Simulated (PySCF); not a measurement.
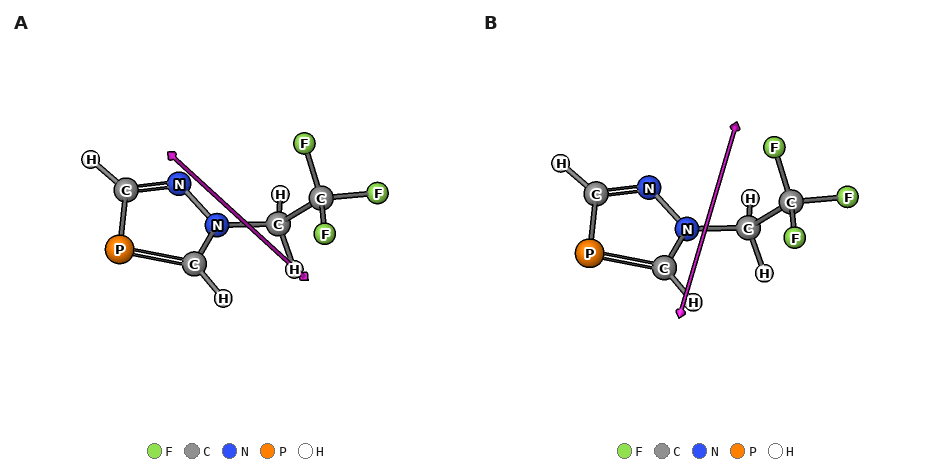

The double arrows show the directions of two transition dipoles from the ground state (lengths mean nothing). Computed geometry: GFN2-xTB optimisation. No frequency run is at hand to confirm it as a minimum. Properties computed with TDDFT ωB97X-D/def2-SVPD, vertical, gas phase, core orbitals frozen in the response (PySCF 2.14.0).

One belongs to singlet state 2 and one to singlet state 6. Which is which?

A: state 2, 5.75 eV (216 nm), oscillator strength 0.020, mainly HOMO−1 → LUMO (weight 0.89).
B: state 6, 6.78 eV (183 nm), oscillator strength 0.12, mainly HOMO−2 → LUMO (weight 0.55).

The geometry is semi-empirical. Around P such bond lengths and angles can be off by a tenth of an ångström or more and by several degrees, and values that hang on the shape move with them.
